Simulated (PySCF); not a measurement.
SiSb (doublet)

```csv
atom,x (Å),y (Å),z (Å)
Si,0.0000,0.0000,-1.9376
Sb,0.0000,0.0000,0.4484
```

Core potentials replace the inner electrons of Sb.

All numbers below come from PBE0/def2-SVP, non-relativistic Hamiltonian with scalar-relativistic core potentials where named, at a bond length of 2.386 Å in PySCF 2.14.0.

What can the converged electron density, electron localisation function and spin density tell about the bonding?

Answer. Si–Sb (2.39 Å): the density is about 0.64 e/Å³ at the midpoint; the ELF peaks at about 0.85 in the valence shell of Si, 1.0 Å from its nucleus, and drops to about 0.20 between the two atoms.
The unpaired spin (1 electron) lies mostly on Sb2 (about 0.7) and Si1 (about 0.3), in electrons by Hirshfeld's partition.

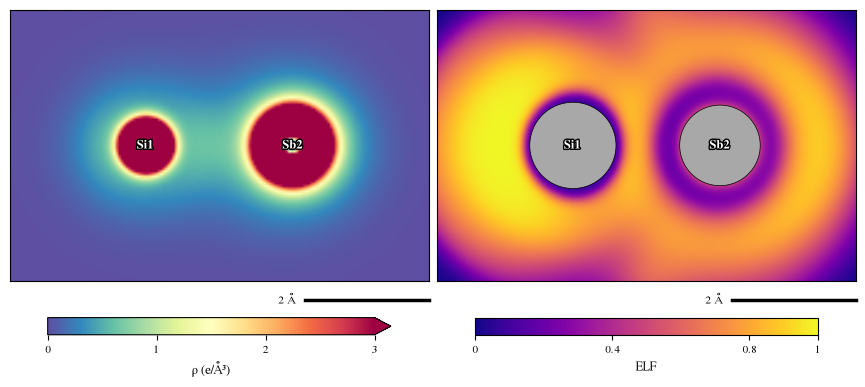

Computed electron density and electron localisation function on a plane that holds the molecular axis, in this order. Grey discs cover the atomic cores in the ELF map. 
